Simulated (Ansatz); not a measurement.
**ClGaH₄N₂: density, localisation and related maps**

The calculation's input:

```
crystal:
  periodic: [false, false, false]
  atoms:
    - { symbol: Ga, position_ang: [0.0, 0.0, 0.0] }
    - { symbol: Cl, position_ang: [0.0, 0.0, 2.24] }
    - { symbol: "N", position_ang: [1.6714, 0.0, -0.965] }
    - { symbol: H, position_ang: [2.138, -0.9179, -1.2168] }
    - { symbol: H, position_ang: [2.1227, 0.9179, -1.2432] }
    - { symbol: "N", position_ang: [-1.6714, 0.0, -0.965] }
    - { symbol: H, position_ang: [-2.3403, -0.8164, -0.8664] }
    - { symbol: H, position_ang: [-1.9204, 0.8164, -1.5936] }
basis:
  gaussian: { orbitals: def2-SVP }
hamiltonian:
  xc: revpbe
  dispersion: d4
relax:
  f_tol: 0.02
  max_steps: 40
output:
  orbitals: {}
```

Command:

```sh
ansatz run input.yaml --threads 2 --pin off --max-ram 3072MiB --backend cpu --events-out ev --progress --plain --runs-dir out
```

The fields are those of the run's last geometry, not of the input's.

Computed with RKS revPBE-D4/def2-SVP (Ansatz).

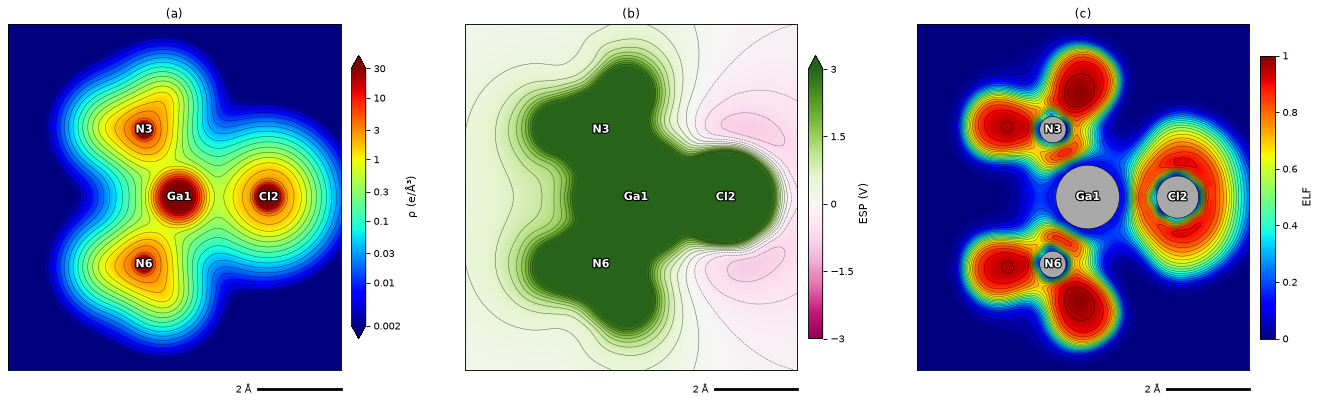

Figure 1. (a) total electron density; (b) electrostatic potential; (c) electron localisation function on the plane of atoms N3, Ga1 and N6. Grey discs cover the atomic cores in the ELF map.

Question: What does the map show?

Answer:
- The plane passes through Ga, Cl and N nuclei.
- Ga–N (1.83 Å): ρ is about 0.88 e/Å³ halfway; the ELF peaks at about 0.85 in the valence shell of N, 0.6 Å from its nucleus, and is about 0.30 at the midpoint.
- Ga–Cl (2.18 Å): the density is about 0.64 e/Å³ at the midpoint; the ELF peaks at about 0.85 in the valence shell of Cl, 0.9 Å from its nucleus, and is about 0.55 at the midpoint.
- The ELF also peaks beside Cl2, away from the bonds: lone-pair regions.
- Outside the dense part of the molecule the potential is most negative (−0.9 V) near Cl2.

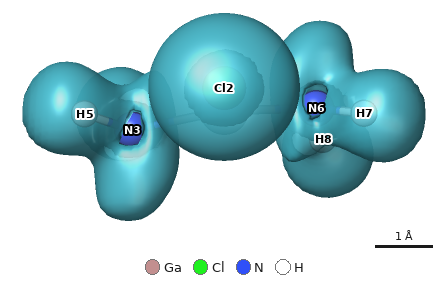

Figure 2. Isosurface of the electron localisation function at 0.75 (cyan), seen from one side. Core shells and regions of very low density are left out.

Question: What do the ELF domains correspond to?

Answer: The surface consists of one region wrapped around Cl (its valence shell) and two joined regions spread over several atoms (H, N), in which their bonds and any lone pairs are merged.

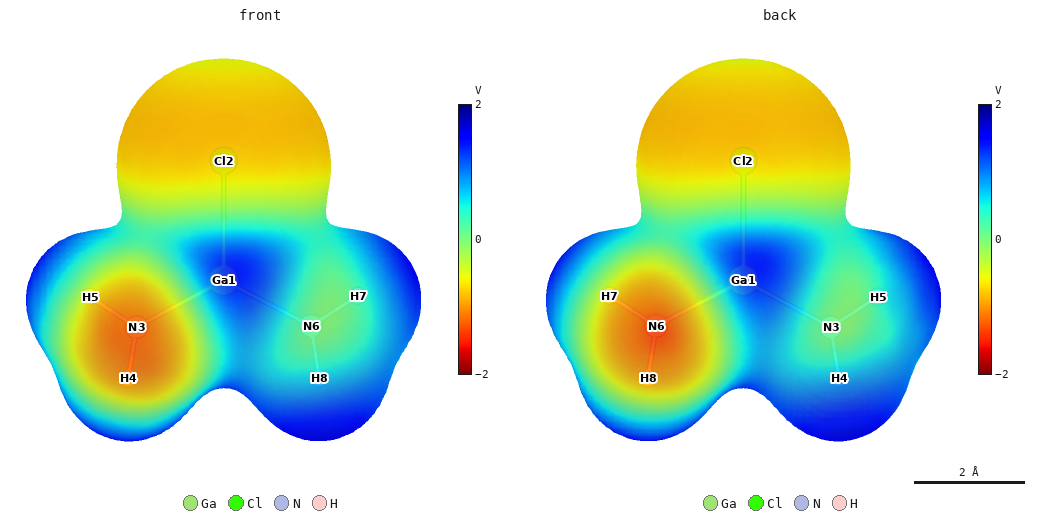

Figure 3. The electrostatic potential painted on the density surface at 0.002 e/bohr³, seen from the front and from behind; red is negative and blue positive.

Question: Describe the electrostatic potential map.

Answer: The most negative region (about −1.3 V, or −30 kcal/mol for a unit charge) lies over N3 and N6, the most positive (about +1.6 V, or +37 kcal/mol for a unit charge) over H4 and H8.

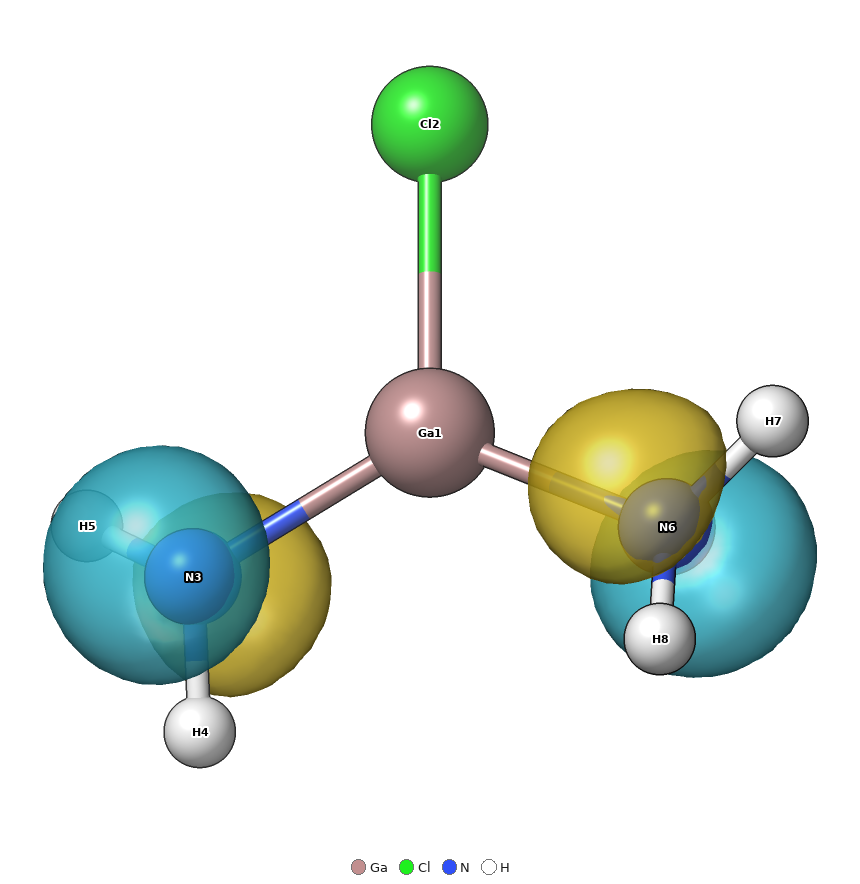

Figure 4. The HOMO at ±0.2 Å⁻³ᐟ² (yellow and cyan are the two phases), seen at a tilt.

Question: What is the character of this orbital?

Answer: Its weight (Hirshfeld) is mainly on N3 (about 40 %), N6 (about 40 %) and Ga1 (about 10 %); largely a combination of lone pairs on N3 and N6. Its energy is −5.65 eV.
